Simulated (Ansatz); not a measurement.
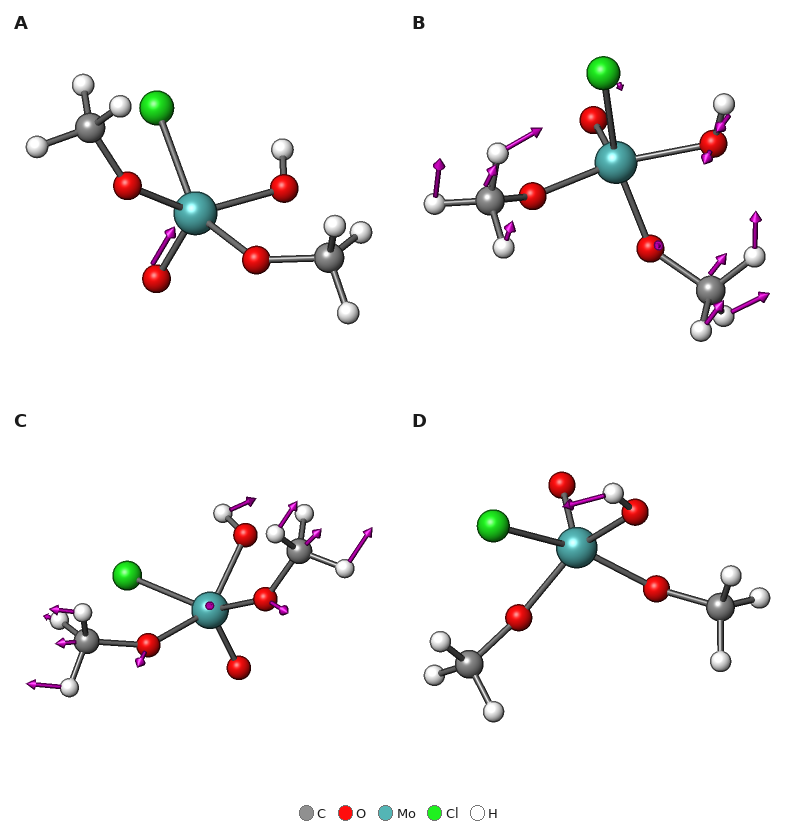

4 normal modes of one molecule or complex, as arrows. The species is neutral and a spin singlet. Harmonic vibrations computed with RKS PBE0-D4/def2-TZVP, core potentials on Mo (Ansatz 0.2.0) at a stationary point of the same level.

### Match the panels to the wavenumbers 157 cm⁻¹, 598 cm⁻¹, 820 cm⁻¹, 1074 cm⁻¹.

A: 1074 cm⁻¹, Mo–O stretching
B: 157 cm⁻¹
C: 598 cm⁻¹
D: 820 cm⁻¹, H–O–Mo bending
